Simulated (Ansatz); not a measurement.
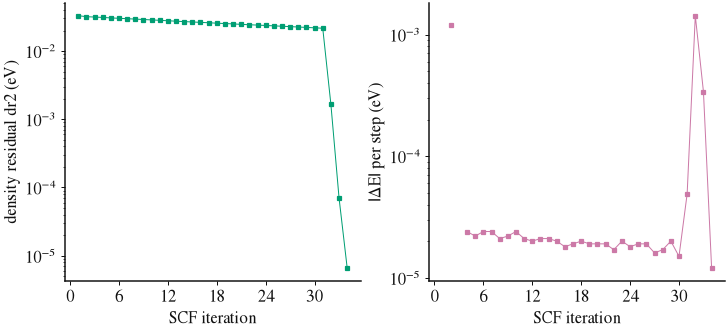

The plot shows the SCF iterations of a calculation: density residual dr2, step-to-step change of the Harris–Foulkes energy. Energy differences below 3 × 10⁻⁶ eV aren't drawn. The starting density is a sum of atomic densities corrected by a trained network.

MgNi3Se4 (8 atoms in the cell), run with Ansatz.

```
crystal:
  lattice:
    - [3.620499102, 0.0, 0.0]
    - [0.0, 3.620499102, 0.0]
    - [0.0, 0.0, 10.2503908172]
  atoms:
    - { symbol: Mg, position: [0.5, 0.5, 0.0] }
    - { symbol: Ni, position: [0.0, 0.0, 0.7482866857] }
    - { symbol: Ni, position: [0.0, 0.0, 0.2517133143] }
    - { symbol: Ni, position: [0.5, 0.5, 0.5] }
    - { symbol: Se, position: [0.0, 0.0, 0.5] }
    - { symbol: Se, position: [0.5, 0.5, 0.2708222995] }
    - { symbol: Se, position: [0.0, 0.0, 0.0] }
    - { symbol: Se, position: [0.5, 0.5, 0.7291777005] }
basis:
  ecutwfc: 420
kpoints:
  mp_grid: { grid: [10, 10, 4] }
hamiltonian:
  xc: pbe
scf:
  occupations: { method: gaussian, width: 0.1 }
  mixing: { algorithm: anderson, beta: 0.001, ndim: 1 }
  max_iter: 75
output:
  forces: true
  eigenvalues: true
  stress: true
```

Run as:
```bash
ansatz run input.yaml --threads 1 --pin off --max-ram 2560MiB --backend cpu --events-out ev --progress --plain --runs-dir out
```

### Did the calculation converge?

It did not finish: the time limit cut it off after 34 iterations. The residual is still falling at the last step (down to 7 × 10⁻⁶). After iteration 31 the program gave up density mixing and went on by direct minimisation of the free energy.

### What is the residual at the start and at the end?

It starts near 0.03 and ends near 7 × 10⁻⁶ eV.

### Why did it fail, and what helps?

The input holds a fault, mixing far too weak: scf.mixing set to {"algorithm": "anderson", "beta": 0.001, "ndim": 1}. The plot doesn't show it to be the cause; the time allowed was short.
